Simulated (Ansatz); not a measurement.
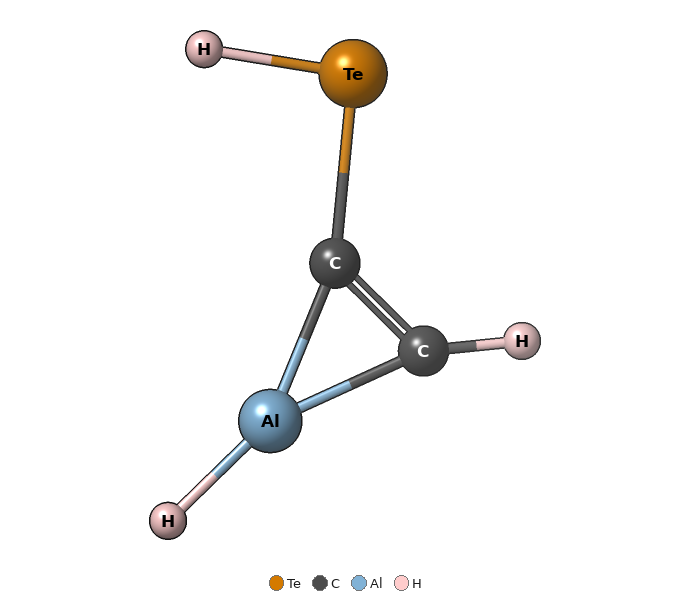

All atoms lie in one plane, which faces the viewer. The geometry was computed by an optimisation with PBE0-D4/def2-TZVP.

### Which symmetry elements does this geometry have?

It has 1 mirror plane, so the point group is Cs. The group has 2 operations. The geometry is achiral, and symmetry allows a dipole moment.
